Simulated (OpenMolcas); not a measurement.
**Multireference states of FH⁻**

Aim: the low electronic states of FH⁻, first without spin–orbit coupling and then as Ω levels, at one distance and along the bond.

Method: SA-CASSCF(7,4), XMS-CASPT2, RASSI; ANO-RCC-VTZP; program: OpenMolcas 26.06.

All values are calculated.

## 1. Input

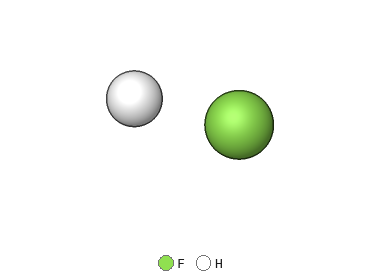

The two atoms at 1.215 Å (fluorine green, hydrogen white).

C2 symmetry about the axis (a holds Σ, Δ, Γ; b holds Π, Φ, H; Σ⁺ and Σ⁻ are not told apart); roots by multiplicity and irrep: 2a 1.

Active shells: F 2p, H 1s.

m.inp reads:

```
&GATEWAY
Coord
2
angstrom
F 0.0 0.0 0.0
H 0.0 0.0 1.2150
Basis=ANO-RCC-VTZP
Group=XY
RX2C
AMFI
ANGMom
0.0 0.0 0.0
RICD
&SEWARD
&GUESSORB
&RASSCF
FileOrb=$CurrDir/o21.orb
Symmetry=1
Spin=2
nActEl=7 0 0
Inactive=2 0
RAS2=2 2
CIRoot=1 1 1
Linear
Iterations=120 100
OrbListing=Nothing
PRWF=0.15
>>COPY $Project.RasOrb $CurrDir/o21.orb
>>COPY $Project.rasscf.h5 $CurrDir/r21.h5
&CASPT2
XMultistate=all
Imaginary=0.2
IPEA=0.25
MaxIter=40
>>COPY $Project.JobMix JOB001
&RASSI
Nr of JobIphs=1 1
1
SpinOrbit
EJob
Omega
MEES
MESO
Properties=4
'AngMom' 3 'Mltpl  1' 1 'Mltpl  1' 2 'Mltpl  1' 3
Thrs=1.0d-4
>>COPY $Project.rassi.h5 $CurrDir/so.h5
```

Each module block was a call of its own in one work directory; start orbitals came from a preliminary run.

Run with:

```sh
> pymolcas m.inp
```

## 2. CASSCF and CASPT2, block by block

Output, in excerpt:

```text
++    Wave function specifications:
      Number of closed shell electrons           4
      Number of electrons in active shells       7
      Number of inactive orbitals                2
      Number of active orbitals                  4
      Number of secondary orbitals              38
      Spin quantum number                      0.5
      State symmetry                             1
++    Orbital specifications:
      Symmetry species                           1   2
                                                 a   b
      Frozen orbitals                            0   0
      Inactive orbitals                          2   0
      Active orbitals                            2   2
      RAS2 orbitals                              2   2
      Secondary orbitals                        20  18
      Number of basis functions                 24  20
      printout of CI-coefficients larger than  0.15 for root  1
      energy=    -100.073834
      conf/sym  11 22     Coeff  Weight
             2  u2 22  -1.00000 1.00000
      Natural orbitals and occupation numbers for root  1
      sym 1:   1.000000   2.000000
      sym 2:   2.000000   2.000000
      RASSCF energy for state  1                   -100.07383378
::    RASSCF root number  1 Total energy:   -100.07383378
      Von Neumann Entropy (Root   1) =  0.50000
++    Wave function specifications:
      Number of closed shell electrons           2
      Number of electrons in active shells       7
      Number of inactive orbitals                1
      Number of active orbitals                  4
      Number of secondary orbitals              38
      Spin quantum number                      0.5
      State symmetry                             1
      Number of CSFs                             2
      Number of CASSCF root(s) available         1
      CASPT2 state passed to geometry opt.       1
      A file JOBMIX will be created
      This is a CASSCF or RASSCF reference function
  FINAL CASPT2 RESULT:
      Reference energy:        -100.0738337751
      E2 (Non-variational):      -0.2937960433
      Shift correction:          -0.0008540933
      E2 (Variational):          -0.2946501366
      Total energy:            -100.3684839117
[... the kept output breaks off here ...]
```

Spin-free states (degenerate pairs once); dipoles are positive if H is the positive end, about the centre of mass.

```
state  CASSCF root of the same rank (eV)  XMS-CASPT2 (eV)  μ of the rotated CASSCF state (D)
(1)2Σ                               0.00            0.000                              -3.96
```

State-averaged natural occupations by block (full and empty orbitals left out): 2a: 1.00. Reference weights stay at 0.938.

## 3. From Λ–S states to Ω levels

RASSI output, in excerpt:

```text
[... earlier lines were not kept ...]
  SPIN-FREE ENERGIES:
  (Shifted by EMIN (a.u.) =       -100.3684839117)
 SF State       Relative EMIN(au)   Rel lowest level(eV)    D:o, cm**(-1)      Abs_M
     1             0.0000000000        0.0000000000              0.0000         0.0
++ Dipole transition strengths (spin-free states):
     for osc. strength at least  1.00000000E-05
  ( Max oscillator strength is only    0.0000000000000000      )
 Electric-quadrupole - electric-quadrupole not included
 Electric-dipole - electric-octupole not included
 Electric-dipole - magnetic-quadrupole not included
   Eigenvalues of complex Hamiltonian:
  (Shifted by EMIN (a.u.) =       -100.3684839117)
 SO State       Relative EMIN(au)   Rel lowest level(eV)    D:o, cm**(-1)      Omega
     1             0.0000000000        0.0000000000              0.0000         0.5
     2             0.0000000000        0.0000000000              0.0000         0.5
 Weights of the five most important spin-orbit-free states for each spin-orbit state.
 SO State  Total energy (au)           Spin-free states, spin, and weights
    1         0.000000       1 0.5  1.0000
[... the kept output breaks off here ...]
```

It took 5.1 s on 1 thread of Arm Neoverse N1, shared host.

Levels:

```json
{"Ω": "1/2", "energy (cm⁻¹)": "0", "parentage": "100% (1)2Σ", "f from lowest": "0"}
```

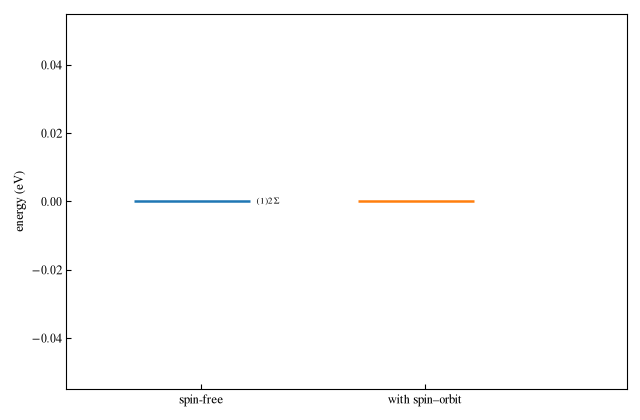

CASPT2 states and the spin-orbit levels up to 3.5 eV, from the lowest spin-free state.

## 4. Along the bond: spin-free states

The same input was run at the other distances; those logs are left out. Energies in eV from the lowest point of the curves kept. Curves are followed by energy order within each symmetry, so they can change character at crossings; Σ⁺ and Σ⁻ are counted together.

```tsv
R (Å)	(1)2Σ
1.045	0.000
1.106	0.186
1.160	0.362
1.215	0.525
1.276	0.680
1.337	0.809
1.422	0.946
1.531	1.072
1.701	1.197
1.944	1.304
2.308	1.397
2.795	1.459
3.645	1.505
```

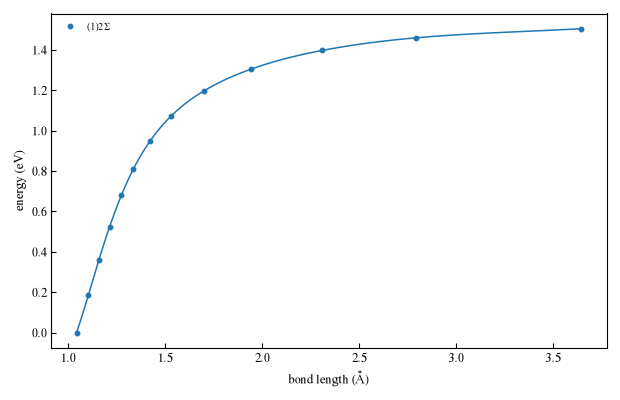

Curves of the lowest states.

## 5. Along the bond: spin–orbit levels

Energies in eV from the lowest point of the curves kept. Curves are followed by energy order within each symmetry, so they can change character at crossings; levels whose Ω could not be read are left out of the count.

```tsv
R (Å)	(1)Ω=1/2
1.045	0.000
1.106	0.186
1.160	0.362
1.215	0.525
1.276	0.680
1.337	0.809
1.422	0.946
1.531	1.072
1.701	1.197
1.944	1.304
2.308	1.397
2.795	1.459
3.645	1.505
```

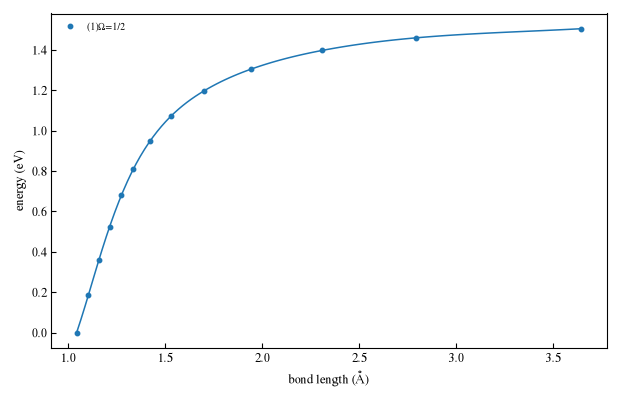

Curves of the lowest levels.

All 13 distances took 72 s on 1 thread of Arm Neoverse N1, shared host.

## 6. Outcome

| quantity | value |
| --- | --- |
| lowest spin-free state | (1)2Σ |
| lowest level | Ω = 1/2, 100 % (1)2Σ |
| lowering by spin–orbit coupling | 0 cm⁻¹ |

At 1.215 Å the lowest computed level has Ω = 1/2 and is 100 % (1)2Σ. For an anion a finite basis holds the extra electron even where it would leave, so these states may be resonances, unbound against the neutral molecule. Only the spin multiplicities and numbers of roots in the input were computed, so the list of states is not complete and the lowest one found need not be the ground state; labels number the states computed.
